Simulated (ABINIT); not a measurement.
# BSbSe3 (Pm-3m): from the cell to the phonon bands, part 3 of 6

How does BSbSe3 (Pm-3m) vibrate, and is this structure a minimum?

ABINIT 10.8.3; DFT LDA, scalar-relativistic, plane waves, HGH norm-conserving pseudopotentials.

So far. Step 4 (Relaxation): The volume changes by -0.7 % in this run and stands +7.7 % from the first cell. Step 6 (Linear response at Γ): The acoustic modes at Γ come out as far as 5.7 cm⁻¹ from zero, where they should vanish, a small numerical error. The lowest optical mode is imaginary, 360i cm⁻¹, an instability at this level and on this k mesh. The relaxed cell has a = 4.474 Å (conventional setting).

The structure was built from a prototype and need not be the compound's stable phase.

### 7. Zone-centre analysis

anaddb reads the merged derivatives and imposes the acoustic sum rule.

File anaddb.abi:

```
ddb_filepath "gamma_DDB"
output_file "anaddb.abo"
outdata_prefix "anaddb"
asr 1
chneut 1
enunit 2
eivec 1
nph1l 1
qph1l 0.0 0.0 0.0 1.0
```

File mrgddb.in:

```
gamma_DDB
merged
2
dfpt_gammao_DDB
gso_DDB
```

The run is started by

```sh
$ mrgddb < mrgddb.in > mrgddb.log
$ OMP_NUM_THREADS=1 anaddb anaddb.abi > anaddb.log
```

Numbers of over 12 decimals in the logs are rounded to 6 here.

anaddb.abo, the main output file:

```text
-outvars_anaddb: echo values of input variables ----------------------

 Miscellaneous information :
      enunit         2
       eivec         1
         asr         1
 First list of wavevector (reduced coord.) :
       nph1l         1
       qph1l
                     0.00000000E+00  0.00000000E+00  0.00000000E+00    1.000E+00

================================================================================

 read the DDB information and perform some checks

  ==== Info on the Cryst% object ====
 Real(R)+Recip(G) space primitive vectors, cartesian coordinates (Bohr,Bohr^-1):
 R(1)=  8.4554863  0.0000000  0.0000000  G(1)=  0.1182664  0.0000000  0.0000000
 R(2)=  0.0000000  8.4554863  0.0000000  G(2)=  0.0000000  0.1182664  0.0000000
 R(3)=  0.0000000  0.0000000  8.4554863  G(3)=  0.0000000  0.0000000  0.1182664
 Unit cell volume ucvol=  6.0452710E+02 bohr^3
 Angles (23,13,12)=  9.00000000E+01  9.00000000E+01  9.00000000E+01 degrees
 Time-reversal symmetry is present
 Reduced atomic positions [iatom, xred, symbol]:
    1)    0.0000000  0.0000000  0.0000000  Sb
    2)    0.5000000  0.5000000  0.5000000   B
    3)    0.5000000  0.5000000  0.0000000  Se
    4)    0.5000000  0.0000000  0.5000000  Se
    5)    0.0000000  0.5000000  0.5000000  Se

 DDB file with 3 blocks has been read.

================================================================================

 Treat the first list of vectors

  Phonon wavevector (reduced coordinates) :  0.00000  0.00000  0.00000
 Phonon energies in Hartree :
  -1.646782E-03 -1.646782E-03 -1.646782E-03 -3.337464E-04 -3.337464E-04
  -3.337464E-04  0.000000E+00  0.000000E+00  0.000000E+00  1.817119E-04
   1.817119E-04  1.817119E-04  7.217131E-04  7.217131E-04  7.217131E-04
 Phonon energies in meV     :
- -4.481122E+01 -4.481122E+01 -4.481122E+01 -9.081703E+00 -9.081703E+00
- -9.081703E+00  0.000000E+00  0.000000E+00  0.000000E+00  4.944632E+00
-  4.944632E+00  4.944632E+00  1.963881E+01  1.963881E+01  1.963881E+01
 Phonon frequencies in cm-1    :
- -3.614268E+02 -3.614268E+02 -3.614268E+02 -7.324888E+01 -7.324888E+01
- -7.324888E+01  0.000000E+00  0.000000E+00  0.000000E+00  3.988115E+01
-  3.988115E+01  3.988115E+01  1.583977E+02  1.583977E+02  1.583977E+02
 Phonon frequencies in Thz     :
- -1.083530E+01 -1.083530E+01 -1.083530E+01 -2.195946E+00 -2.195946E+00
- -2.195946E+00  0.000000E+00  0.000000E+00  0.000000E+00  1.195607E+00
-  1.195607E+00  1.195607E+00  4.748644E+00  4.748644E+00  4.748644E+00
 Phonon energies in Kelvin  :
- -5.200126E+02 -5.200126E+02 -5.200126E+02 -1.053888E+02 -1.053888E+02
- -1.053888E+02  0.000000E+00  0.000000E+00  0.000000E+00  5.738007E+01
-  5.738007E+01  5.738007E+01  2.278990E+02  2.278990E+02  2.278990E+02

 Eigendisplacements
 (will be given, for each mode : in cartesian coordinates
   for each atom the real part of the displacement vector,
   then the imaginary part of the displacement vector - absolute values smaller than 1.0d-7 are set to zero)
  Mode number    1   Energy   -1.646782E-03
 Attention : low frequency mode.
   (Could be unstable or acoustic mode)
-  1  0.00000000E+00  0.00000000E+00  2.74340067E-05
-     0.00000000E+00  0.00000000E+00  0.00000000E+00
-  2  0.00000000E+00  0.00000000E+00  6.86670678E-03
-     0.00000000E+00  0.00000000E+00  0.00000000E+00
-  3  0.00000000E+00  0.00000000E+00 -6.62923264E-04
-     0.00000000E+00  0.00000000E+00  0.00000000E+00
-  4  0.00000000E+00  0.00000000E+00 -1.59773674E-04
-     0.00000000E+00  0.00000000E+00  0.00000000E+00
-  5  0.00000000E+00  0.00000000E+00 -1.59773674E-04
-     0.00000000E+00  0.00000000E+00  0.00000000E+00
  Mode number    2   Energy   -1.646782E-03
 Attention : low frequency mode.
   (Could be unstable or acoustic mode)
-  1  0.00000000E+00  2.74340065E-05  0.00000000E+00
-     0.00000000E+00  0.00000000E+00  0.00000000E+00
-  2  6.38612335E-07  6.86670675E-03  0.00000000E+00
-     0.00000000E+00  0.00000000E+00  0.00000000E+00
-  3  0.00000000E+00 -1.59773673E-04  0.00000000E+00
-     0.00000000E+00  0.00000000E+00  0.00000000E+00
-  4  0.00000000E+00 -6.62923261E-04  0.00000000E+00
-     0.00000000E+00  0.00000000E+00  0.00000000E+00
-  5  0.00000000E+00 -1.59773673E-04  0.00000000E+00
-     0.00000000E+00  0.00000000E+00  0.00000000E+00
  Mode number    3   Energy   -1.646782E-03
 Attention : low frequency mode.
   (Could be unstable or acoustic mode)
-  1  2.74340065E-05  0.00000000E+00  0.00000000E+00
-     0.00000000E+00  0.00000000E+00  0.00000000E+00
-  2  6.86670675E-03 -6.38612335E-07  0.00000000E+00
-     0.00000000E+00  0.00000000E+00  0.00000000E+00
-  3 -1.59773673E-04  0.00000000E+00  0.00000000E+00
-     0.00000000E+00  0.00000000E+00  0.00000000E+00
-  4 -1.59773673E-04  0.00000000E+00  0.00000000E+00
-     0.00000000E+00  0.00000000E+00  0.00000000E+00
-  5 -6.62923261E-04  0.00000000E+00  0.00000000E+00
-     0.00000000E+00  0.00000000E+00  0.00000000E+00
  Mode number    4   Energy   -3.337464E-04
 Attention : low frequency mode.
   (Could be unstable or acoustic mode)
-  1  0.00000000E+00  0.00000000E+00 -1.73343098E-03
-     0.00000000E+00  0.00000000E+00  0.00000000E+00
-  2  0.00000000E+00  0.00000000E+00  8.82685128E-04
-     0.00000000E+00  0.00000000E+00  0.00000000E+00
-  3  0.00000000E+00  0.00000000E+00  6.93312595E-04
-     0.00000000E+00  0.00000000E+00  0.00000000E+00
-  4  0.00000000E+00  0.00000000E+00  9.29235976E-04
-     0.00000000E+00  0.00000000E+00  0.00000000E+00
-  5  0.00000000E+00  0.00000000E+00  9.29235976E-04
-     0.00000000E+00  0.00000000E+00  0.00000000E+00
  Mode number    5   Energy   -3.337464E-04
 Attention : low frequency mode.
   (Could be unstable or acoustic mode)
-  1  0.00000000E+00 -1.73343098E-03  0.00000000E+00
-     0.00000000E+00  0.00000000E+00  0.00000000E+00
-  2  0.00000000E+00  8.82685128E-04  0.00000000E+00
-     0.00000000E+00  0.00000000E+00  0.00000000E+00
-  3  0.00000000E+00  9.29235976E-04  0.00000000E+00
-     0.00000000E+00  0.00000000E+00  0.00000000E+00
-  4  0.00000000E+00  6.93312595E-04  0.00000000E+00
-     0.00000000E+00  0.00000000E+00  0.00000000E+00
-  5  0.00000000E+00  9.29235976E-04  0.00000000E+00
-     0.00000000E+00  0.00000000E+00  0.00000000E+00
  Mode number    6   Energy   -3.337464E-04
 Attention : low frequency mode.
   (Could be unstable or acoustic mode)
-  1  1.73343098E-03  0.00000000E+00  0.00000000E+00
-     0.00000000E+00  0.00000000E+00  0.00000000E+00
-  2 -8.82685128E-04  0.00000000E+00  0.00000000E+00
-     0.00000000E+00  0.00000000E+00  0.00000000E+00
-  3 -9.29235976E-04  0.00000000E+00  0.00000000E+00
-     0.00000000E+00  0.00000000E+00  0.00000000E+00
-  4 -9.29235976E-04  0.00000000E+00  0.00000000E+00
-     0.00000000E+00  0.00000000E+00  0.00000000E+00
-  5 -6.93312595E-04  0.00000000E+00  0.00000000E+00
-     0.00000000E+00  0.00000000E+00  0.00000000E+00
  Mode number    7   Energy    0.000000E+00
 Attention : low frequency mode.
   (Could be unstable or acoustic mode)
-  1  0.00000000E+00  0.00000000E+00  1.21848177E-03
-     0.00000000E+00  0.00000000E+00  0.00000000E+00
-  2  0.00000000E+00  0.00000000E+00  1.21860990E-03
-     0.00000000E+00  0.00000000E+00  0.00000000E+00
-  3  0.00000000E+00  0.00000000E+00  1.21862384E-03
-     0.00000000E+00  0.00000000E+00  0.00000000E+00
-  4  0.00000000E+00  0.00000000E+00  1.21857659E-03
-     0.00000000E+00  0.00000000E+00  0.00000000E+00
-  5  0.00000000E+00  0.00000000E+00  1.21857659E-03
-     0.00000000E+00  0.00000000E+00  0.00000000E+00
  Mode number    8   Energy    0.000000E+00
 Attention : low frequency mode.
   (Could be unstable or acoustic mode)
-  1  0.00000000E+00  1.21848177E-03  0.00000000E+00
-     0.00000000E+00  0.00000000E+00  0.00000000E+00
-  2  0.00000000E+00  1.21860990E-03  0.00000000E+00
-     0.00000000E+00  0.00000000E+00  0.00000000E+00
-  3  0.00000000E+00  1.21857659E-03  0.00000000E+00
-     0.00000000E+00  0.00000000E+00  0.00000000E+00
-  4  0.00000000E+00  1.21862384E-03  0.00000000E+00
-     0.00000000E+00  0.00000000E+00  0.00000000E+00
-  5  0.00000000E+00  1.21857659E-03  0.00000000E+00
-     0.00000000E+00  0.00000000E+00  0.00000000E+00
  Mode number    9   Energy    0.000000E+00
 Attention : low frequency mode.
   (Could be unstable or acoustic mode)
-  1  1.21848177E-03  0.00000000E+00  0.00000000E+00
-     0.00000000E+00  0.00000000E+00  0.00000000E+00
-  2  1.21860990E-03  0.00000000E+00  0.00000000E+00
-     0.00000000E+00  0.00000000E+00  0.00000000E+00
-  3  1.21857659E-03  0.00000000E+00  0.00000000E+00
-     0.00000000E+00  0.00000000E+00  0.00000000E+00
-  4  1.21857659E-03  0.00000000E+00  0.00000000E+00
-     0.00000000E+00  0.00000000E+00  0.00000000E+00
-  5  1.21862384E-03  0.00000000E+00  0.00000000E+00
-     0.00000000E+00  0.00000000E+00  0.00000000E+00
  Mode number   10   Energy    1.817119E-04
-  1  0.00000000E+00  0.00000000E+00  0.00000000E+00
-     0.00000000E+00  0.00000000E+00  0.00000000E+00
-  2  0.00000000E+00  0.00000000E+00  0.00000000E+00
-     0.00000000E+00  0.00000000E+00  0.00000000E+00
-  3  0.00000000E+00  0.00000000E+00  0.00000000E+00
-     0.00000000E+00  0.00000000E+00  0.00000000E+00
-  4  0.00000000E+00  0.00000000E+00 -1.86380890E-03
-     0.00000000E+00  0.00000000E+00  0.00000000E+00
-  5  0.00000000E+00  0.00000000E+00  1.86380890E-03
-     0.00000000E+00  0.00000000E+00  0.00000000E+00
  Mode number   11   Energy    1.817119E-04
-  1  0.00000000E+00  0.00000000E+00  0.00000000E+00
-     0.00000000E+00  0.00000000E+00  0.00000000E+00
-  2  0.00000000E+00  0.00000000E+00  0.00000000E+00
-     0.00000000E+00  0.00000000E+00  0.00000000E+00
-  3  0.00000000E+00 -1.86380890E-03  0.00000000E+00
-     0.00000000E+00  0.00000000E+00  0.00000000E+00
-  4  0.00000000E+00  0.00000000E+00  0.00000000E+00
-     0.00000000E+00  0.00000000E+00  0.00000000E+00
-  5  0.00000000E+00  1.86380890E-03  0.00000000E+00
-     0.00000000E+00  0.00000000E+00  0.00000000E+00
  Mode number   12   Energy    1.817119E-04
-  1  0.00000000E+00  0.00000000E+00  0.00000000E+00
-     0.00000000E+00  0.00000000E+00  0.00000000E+00
-  2  0.00000000E+00  0.00000000E+00  0.00000000E+00
-     0.00000000E+00  0.00000000E+00  0.00000000E+00
-  3  1.86380890E-03  0.00000000E+00  0.00000000E+00
-     0.00000000E+00  0.00000000E+00  0.00000000E+00
-  4 -1.86380890E-03  0.00000000E+00  0.00000000E+00
-     0.00000000E+00  0.00000000E+00  0.00000000E+00
-  5  0.00000000E+00  0.00000000E+00  0.00000000E+00
-     0.00000000E+00  0.00000000E+00  0.00000000E+00
  Mode number   13   Energy    7.217131E-04
-  1  0.00000000E+00  0.00000000E+00 -1.24279403E-04
-     0.00000000E+00  0.00000000E+00  0.00000000E+00
-  2  0.00000000E+00  0.00000000E+00  1.15193250E-03
-     0.00000000E+00  0.00000000E+00  0.00000000E+00
-  3  0.00000000E+00  0.00000000E+00  2.13128449E-03
-     0.00000000E+00  0.00000000E+00  0.00000000E+00
-  4  0.00000000E+00  0.00000000E+00 -1.04873619E-03
-     0.00000000E+00  0.00000000E+00  0.00000000E+00
-  5  0.00000000E+00  0.00000000E+00 -1.04873619E-03
-     0.00000000E+00  0.00000000E+00  0.00000000E+00
  Mode number   14   Energy    7.217131E-04
-  1  0.00000000E+00 -1.24279403E-04  0.00000000E+00
-     0.00000000E+00  0.00000000E+00  0.00000000E+00
-  2  0.00000000E+00  1.15193250E-03  0.00000000E+00
-     0.00000000E+00  0.00000000E+00  0.00000000E+00
-  3  0.00000000E+00 -1.04873619E-03  0.00000000E+00
-     0.00000000E+00  0.00000000E+00  0.00000000E+00
-  4  0.00000000E+00  2.13128449E-03  0.00000000E+00
-     0.00000000E+00  0.00000000E+00  0.00000000E+00
-  5  0.00000000E+00 -1.04873619E-03  0.00000000E+00
-     0.00000000E+00  0.00000000E+00  0.00000000E+00
  Mode number   15   Energy    7.217131E-04
-  1  1.24279403E-04  0.00000000E+00  0.00000000E+00
-     0.00000000E+00  0.00000000E+00  0.00000000E+00
-  2 -1.15193250E-03  0.00000000E+00  0.00000000E+00
-     0.00000000E+00  0.00000000E+00  0.00000000E+00
-  3  1.04873619E-03  0.00000000E+00  0.00000000E+00
-     0.00000000E+00  0.00000000E+00  0.00000000E+00
-  4  1.04873619E-03  0.00000000E+00  0.00000000E+00
-     0.00000000E+00  0.00000000E+00  0.00000000E+00
-  5 -2.13128449E-03  0.00000000E+00  0.00000000E+00
-     0.00000000E+00  0.00000000E+00  0.00000000E+00

 Analysis of degeneracies and characters (maximum tolerance=1.00E-06 a.u.)
 For each vibration mode, or group of modes if degenerate,
 the characters are given for each symmetry operation (see the list in the log file).
 Symmetry characters of vibration mode #   1
       degenerate with vibration modes #   2 to    3
  3.0 -3.0 -1.0  1.0 -1.0  1.0 -1.0  1.0  1.0 -1.0 -1.0  1.0  1.0 -1.0 -1.0  1.0
  0.0 -0.0  0.0 -0.0 -0.0  0.0 -0.0  0.0  1.0 -1.0 -1.0  1.0 -1.0  1.0  1.0 -1.0
  0.0 -0.0 -0.0  0.0 -0.0  0.0  0.0 -0.0  1.0 -1.0  1.0 -1.0 -1.0  1.0 -1.0  1.0
 Symmetry characters of vibration mode #   4
       degenerate with vibration modes #   5 to    6
  3.0 -3.0 -1.0  1.0 -1.0  1.0 -1.0  1.0  1.0 -1.0 -1.0  1.0  1.0 -1.0 -1.0  1.0
 -0.0  0.0 -0.0  0.0  0.0 -0.0  0.0 -0.0  1.0 -1.0 -1.0  1.0 -1.0  1.0  1.0 -1.0
 -0.0  0.0  0.0 -0.0  0.0 -0.0 -0.0  0.0  1.0 -1.0  1.0 -1.0 -1.0  1.0 -1.0  1.0
 Symmetry characters of vibration mode #   7
       degenerate with vibration modes #   8 to    9
  3.0 -3.0 -1.0  1.0 -1.0  1.0 -1.0  1.0  1.0 -1.0 -1.0  1.0  1.0 -1.0 -1.0  1.0
  0.0 -0.0  0.0 -0.0 -0.0  0.0 -0.0  0.0  1.0 -1.0 -1.0  1.0 -1.0  1.0  1.0 -1.0
  0.0 -0.0 -0.0  0.0 -0.0  0.0  0.0 -0.0  1.0 -1.0  1.0 -1.0 -1.0  1.0 -1.0  1.0
 Symmetry characters of vibration mode #  10
       degenerate with vibration modes #  11 to   12
  3.0 -3.0 -1.0  1.0 -1.0  1.0 -1.0  1.0 -1.0  1.0  1.0 -1.0 -1.0  1.0  1.0 -1.0
  0.0 -0.0  0.0 -0.0 -0.0  0.0 -0.0  0.0 -1.0  1.0  1.0 -1.0  1.0 -1.0 -1.0  1.0
  0.0 -0.0 -0.0  0.0 -0.0  0.0  0.0 -0.0 -1.0  1.0 -1.0  1.0  1.0 -1.0  1.0 -1.0
 Symmetry characters of vibration mode #  13
       degenerate with vibration modes #  14 to   15
  3.0 -3.0 -1.0  1.0 -1.0  1.0 -1.0  1.0  1.0 -1.0 -1.0  1.0  1.0 -1.0 -1.0  1.0
 -0.0  0.0  0.0 -0.0  0.0 -0.0  0.0 -0.0  1.0 -1.0 -1.0  1.0 -1.0  1.0  1.0 -1.0
 -0.0  0.0  0.0 -0.0  0.0 -0.0  0.0 -0.0  1.0 -1.0  1.0 -1.0 -1.0  1.0 -1.0  1.0
-
```

Run time: 0.51 s. Hardware: 1 thread of Arm Neoverse V1, shared host.

Read from the output:

```yaml
highest_optical_zone_centre_mode_no_lo_to_term: 158.4 cm⁻¹
lowest_optical_zone_centre_mode: -361.4 cm⁻¹
```

No LO-TO term; unit eigenvectors of the mass-weighted matrix, from anaddb's displacements. The modes at Γ (shares of kinetic energy by element, %) (negative means imaginary):

| mode | frequency (cm⁻¹) | symmetry | Sb % | B % | Se % |
| --- | --- | --- | --- | --- | --- |
| 1 | -361.4 | T1u | 0 | 93 | 7 |
| 2 | -361.4 | T1u | 0 | 93 | 7 |
| 3 | -361.4 | T1u | 0 | 93 | 7 |
| 4 | -73.2 | T1u | 67 | 2 | 32 |
| 5 | -73.2 | T1u | 67 | 2 | 32 |
| 6 | -73.2 | T1u | 67 | 2 | 32 |
| 7 | 0.0 | acoustic | 33 | 3 | 64 |
| 8 | 0.0 | acoustic | 33 | 3 | 64 |
| 9 | 0.0 | acoustic | 33 | 3 | 64 |
| 10 | 39.9 | T2u | 0 | 0 | 100 |
| 11 | 39.9 | T2u | 0 | 0 | 100 |
| 12 | 39.9 | T2u | 0 | 0 | 100 |
| 13 | 158.4 | T1u | 0 | 3 | 97 |
| 14 | 158.4 | T1u | 0 | 3 | 97 |
| 15 | 158.4 | T1u | 0 | 3 | 97 |

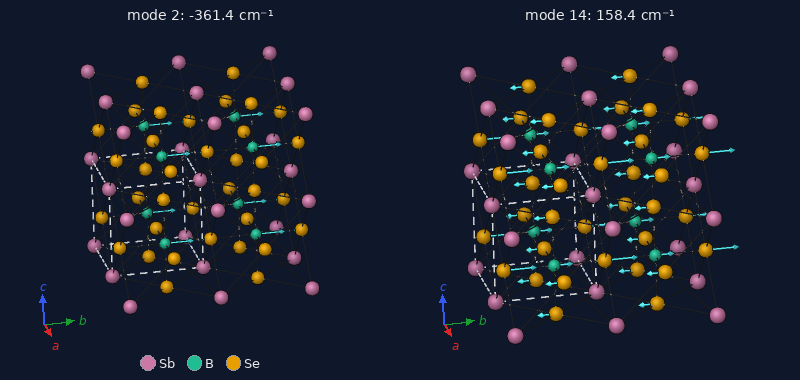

Displacement patterns of modes 2 and 14 at Γ; arrows are exaggerated. 2×2×2 cells are drawn. Some periodic images of atoms are drawn too.

The rule also moves an optical mode by 1.7 cm⁻¹.

### 8. Ground state

Scaled from the time of the run at Γ, the full q mesh would overrun the time at hand on this k mesh, so the ground state is made again on a coarser one.

File gs.abi:

```
# ground state
tolvrs 1.0d-16
prtden 1
prtwf 1

# basis, mesh and filling
ecut 40.0
ixc 7
ngkpt 4 4 4
nshiftk 1
shiftk 0.0 0.0 0.0
istwfk *1
occopt 7
tsmear 0.01
nband 20
nstep 100
diemac 1000000.0
prtebands 0
prtgsr 0
useylm 1

# cell and atoms
acell 3*1.0 Angstrom
rprim 
    4.474450656 0.0 0.0
    0.0 4.474450656 0.0
    0.0 0.0 4.474450656
ntypat 3
znucl 51 5 34
natom 5
typat 1 2 3 3 3
xred 
    0.0 0.0 0.0
    0.5 0.5 0.5
    0.5 0.5 0.0
    0.5 0.0 0.5
    0.0 0.5 0.5
pp_dirpath "./pseudo"
pseudos "Sb.hgh, B.hgh, Se.hgh"
```

The run is started by

```sh
$ OMP_NUM_THREADS=1 mpirun -n 4 abinit gs.abi > gs.log
```

gs.abo, the main output file:

```text
[banners, grids, parts of the stress and lines that vanish by symmetry left out]
- input  file    -> gs.abi
- output file    -> gs.abo
- root for input  files -> gsi
[...]
Symmetries : space group Pm -3 m (#221); Bravais cP (primitive cubic)
[...]
mpw =        7400          nfft =      125000          nkpt =          10
[...]
== DATASET  1 ==================================================================
[...]
cutoff_energies: {ecut:  40.0, pawecutdg:  -1.0, }
[...]
Exchange-correlation functional for the present dataset will be:
  LDA: Perdew-Wang 92 LSD fit to Ceperley-Alder data - ixc=7
[...]
ETOT  1  -36.516156034238    -3.652E+01 5.561E-02 3.086E+03
 ETOT  2  -36.756079814956    -2.399E-01 1.519E-02 1.107E+03
 ETOT  3  -36.873719210913    -1.176E-01 5.960E-03 1.693E+01
 ETOT  4  -36.875368184617    -1.649E-03 4.298E-03 3.604E+00
 ETOT  5  -36.876073236410    -7.051E-04 3.763E-04 1.953E-02
[...]
ETOT 12  -36.876075325107     1.243E-12 3.783E-04 5.698E-16
 ETOT 13  -36.876075325107    -1.421E-14 8.557E-05 2.415E-18
 At SCF step   13       vres2   =  2.42E-18 < tolvrs=  1.00E-16 =>converged.
[...]
sigma(1 1)= -2.94248211E-05  sigma(3 2)=  0.00000000E+00
  sigma(2 2)= -2.94248211E-05  sigma(3 1)=  0.00000000E+00
  sigma(3 3)= -2.94248211E-05  sigma(2 1)=  0.00000000E+00
[...]
convergence: {deltae: -1.421E-14, res2:  2.415E-18, residm:  8.557E-05, diffor: null, }
etotal    :  -3.68760753E+01
[...]
sigma(1 1)= -2.94248211E-05  sigma(3 2)=  0.00000000E+00
  sigma(2 2)= -2.94248211E-05  sigma(3 1)=  0.00000000E+00
  sigma(3 3)= -2.94248211E-05  sigma(2 1)=  0.00000000E+00
[...]
- sigma(1 1)= -8.65708126E-01  sigma(3 2)=  0.00000000E+00
- sigma(2 2)= -8.65708126E-01  sigma(3 1)=  0.00000000E+00
- sigma(3 3)= -8.65708126E-01  sigma(2 1)=  0.00000000E+00
[...]
fcart     -0.0000000000E+00 -0.0000000000E+00 -0.0000000000E+00
           strten     -2.9424821111E-05 -2.9424821111E-05 -2.9424821111E-05
================================================================================

[key lines of the parts left out:]
pressure_GPa:   8.6571E-01
```

Wall time 20 s (4 MPI ranks).

Numbers from this step:

| Item | Value |
| --- | --- |
| pressure | 0.8657 GPa |

(Continued in part 4 of 6.)

[Host names and launcher messages were left out of these logs when they were recorded.]

[Logs are printed without paths, hosts, clocks, repeated set-up lines and the standing remarks that a program may print on its own settings, such as how far it seeks lower states.]

[Hosts, paths, dates, database ids (printed as entryN), source tags and the programs' standing remarks are cut or masked in the printed files.]
